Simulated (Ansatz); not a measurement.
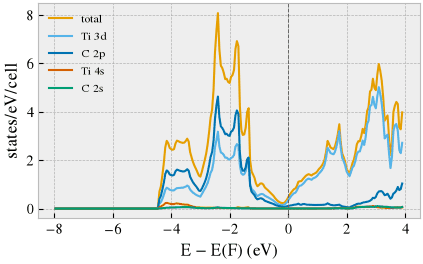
Figure. Total and projected density of states of TiC in space group P6_3/mmc (No. 194; Ti on 2c, C on 2d), DFT-PBE in the program Ansatz with PAW potentials

Task: Which orbitals carry the states next to the Fermi level?

Result: Within 0.5 eV of the Fermi level: Ti 3d 77 %, C 2p 22 %. Projections are on Löwdin-orthogonalised atomic valence shells; empty p or d shells of many metals are not among them.

Task: Where is the tallest occupied peak in this window, and what makes it?

Result: Near -2.4 eV, about 8.1 states/eV per cell; the largest projected share is C 2p.

The start of the workflow was typed in or built on a structure type; neither database checked (COD, Materials Project) lists it. It is not the phase usual at ambient conditions (space group No. 225). The PBE relaxation kept the symmetry of its start; whether a distortion lowers the energy is not shown. No spin polarisation was allowed. The volume moved by -15 % from the start of the relaxation.

Potentials: the earlier of the program's two PAW sets.
